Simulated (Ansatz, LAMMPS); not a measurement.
# Electronic structure of liquid (Cs,K,Li)F at 1190 K (82 atoms), part 2 of 2

Wanted: forces, charges and levels of liquid (Cs,K,Li)F at 1190 K (82 atoms).

Ansatz 0.2.0; Kohn-Sham DFT, PBEsol, PAW (set soft_2), plane waves.

The cell: 15 Cs, 8 K, 18 Li and 41 F. The starting topology of bonds comes from the classical model. The ion parameters were fitted for water, not for melts. The Brillouin zone is sampled at Γ only, in a cell whose shortest periodic width is 13 Å. No spin–orbit coupling is included.

So far. Step 3 (Plane-wave single point): The stored curve holds about 496 of the 548 electrons; the rest, give or take the few that broadening carries across the Fermi level, lie in deeper levels below its range.

## (3) Plane-wave single point (continued)

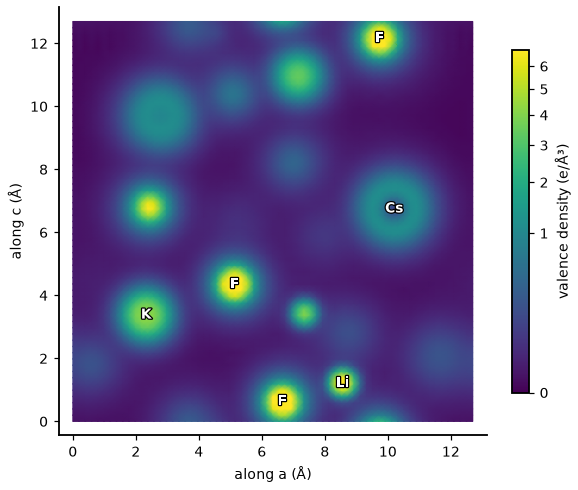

Valence density in the ac plane at fractional y = 0.163, with atoms of Cs and K and Li and F within 0.2 Å of it. It is the smooth field of the valence electrons, not physical close to the nuclei. The map starts off the cell's origin, so that atoms lie inside it. The colour scale is stretched toward low values.

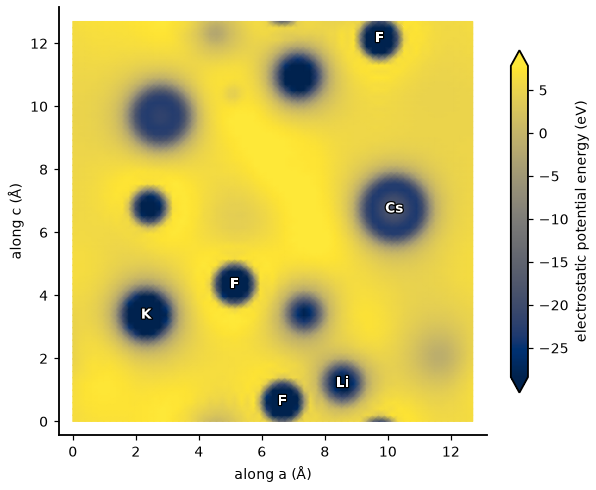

Electrostatic potential energy in the ac plane at fractional y = 0.163, with atoms of Cs and K and Li and F within 0.2 Å of it. With pseudopotentials it is smooth inside the atoms' cores, unlike the true potential. The map starts off the cell's origin, so that atoms lie inside it.

Mean Löwdin charges: Cs +0.94, F -0.77, K +0.85, Li +0.79 e (they miss 0.68 % of the electrons, so they add up to more than the cell's charge).

## (4) Structure statistics

Bonds and neighbours are counted at the geometry of the runs.

Density 2.60 g/cm³, 24.96 Å³ an atom.

g(r), total and by pair (bins of 0.2 Å):

```csv
r (Å),total,F-F,F-Li,F-Cs,F-K,Li-Li,Li-Cs
1.80,0.21,0.00,0.96,0.00,0.00,0.00,0.00
2.00,1.34,0.00,6.12,0.00,0.00,0.00,0.00
2.20,1.39,0.00,6.35,0.00,0.00,0.00,0.00
2.40,0.62,0.00,1.91,0.43,1.30,0.00,0.00
2.60,0.89,0.00,0.67,1.14,4.72,1.54,0.00
2.80,1.17,0.62,0.29,3.58,2.47,1.24,0.00
3.00,1.19,0.84,0.49,2.96,2.25,1.11,0.00
3.20,1.03,2.08,0.22,1.29,0.72,0.47,0.88
3.40,1.29,1.85,0.30,1.04,0.84,2.16,1.83
3.60,1.00,1.26,0.17,1.25,0.76,1.16,1.39
3.80,1.01,1.34,0.38,1.11,0.68,0.68,1.67
4.00,0.95,1.15,0.28,0.25,0.62,2.48,2.66
4.20,0.73,0.66,0.44,0.45,0.28,0.00,1.71
4.40,0.94,0.96,0.63,0.47,0.91,1.06,1.88
4.60,1.01,0.73,1.46,0.62,1.52,0.23,0.86
4.80,0.88,0.97,1.29,0.62,0.33,0.22,0.92
5.00,0.96,0.74,1.27,0.68,1.39,0.61,1.09
5.20,1.12,1.03,1.67,1.36,1.11,0.00,0.55
5.40,1.10,1.40,1.10,1.18,1.20,0.34,0.73
5.60,0.87,0.83,1.10,1.22,0.56,0.48,0.95
5.80,0.97,0.89,0.98,1.38,0.89,0.58,0.89
6.00,1.06,0.94,0.98,1.29,1.15,1.81,0.51
6.20,0.93,0.83,1.15,0.86,1.15,0.64,0.63
```

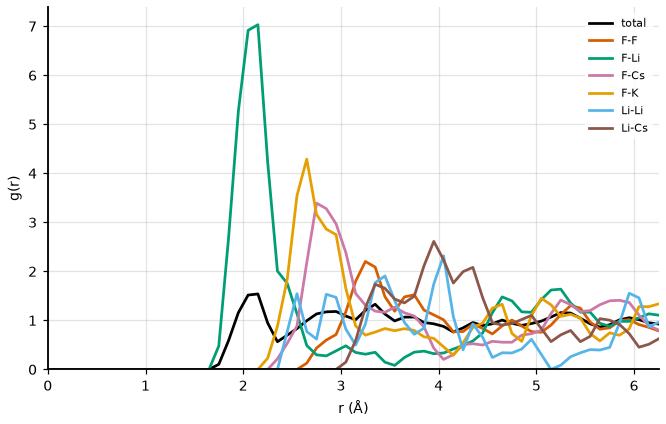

Pair distribution functions, lightly smoothed.

Local excerpt of 10 atoms (numbers count through the whole input) about K22, one of the 8 K atoms; x, y, z are measured from there.

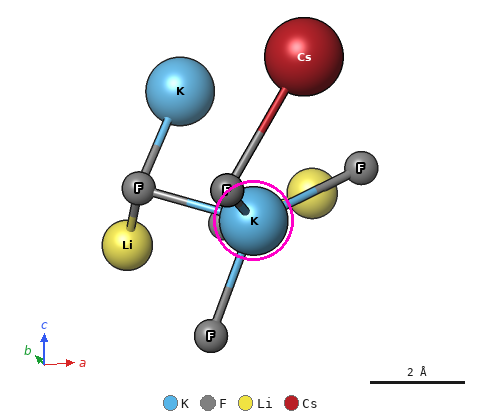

The atoms of the table, within 3.8 Å (arrows a, b, c point along x, y, z); some may hide others; the central atom is ringed.

```csv
atom,x,y,z,distance (Å),Löwdin charge (e),Fx,Fy,Fz (eV/Å)
K22,0.00,0.00,0.00,0.00,0.86,0.16,0.47,-0.50
F73,-0.96,-1.84,1.06,2.33,-0.77,-0.48,-0.60,0.82
F64,-2.27,1.14,0.58,2.61,-0.77,0.01,0.65,0.03
F62,-0.91,0.08,-2.49,2.65,-0.77,-0.36,-0.05,-0.15
F76,2.58,1.12,0.83,2.94,-0.76,-0.12,0.83,0.08
F77,0.02,3.07,-0.65,3.14,-0.75,-0.50,-0.12,0.41
Li32,-2.29,2.27,-0.87,3.34,0.81,-0.08,-0.38,-0.36
Li28,1.91,3.06,-0.06,3.61,0.81,-0.31,-0.68,-0.97
K18,-1.09,2.49,2.39,3.61,0.85,-0.11,-0.12,0.09
Cs11,0.96,-0.66,3.66,3.84,0.96,0.44,0.02,-0.05
```

## (5) What came out

| Quantity | Value |
| --- | --- |
| free energy per atom | -1615.6001 eV/atom |
| pressure | -2.854 GPa |
| r.m.s. force component | 0.4319 eV/Å |
| gap (highest filled to lowest empty level) | 3.741 eV |
| wall time of the 1 DFT run | 22 s |

**Reading.** The highest filled and lowest empty levels differ by 3.74 eV (at Γ alone); a semilocal functional tends to put such gaps too low. In a disordered cell it changes from sample to sample and from frame to frame.

**Limits.** The force components of 0.43 eV/Å r.m.s. come partly from thermal motion and partly from the difference between the classical potential and DFT. The pressure of -2.9 GPa is that of one thermal frame, in which the classical model's bond lengths enter as well as the volume, without the kinetic term.

[Logs are printed without paths, hosts, clocks, repeated set-up lines and the standing remarks that a program may print on its own settings, such as how far it seeks lower states.]

[Hosts, paths, dates, database ids (printed as entryN), source tags and the programs' standing remarks are cut or masked in the printed files.]
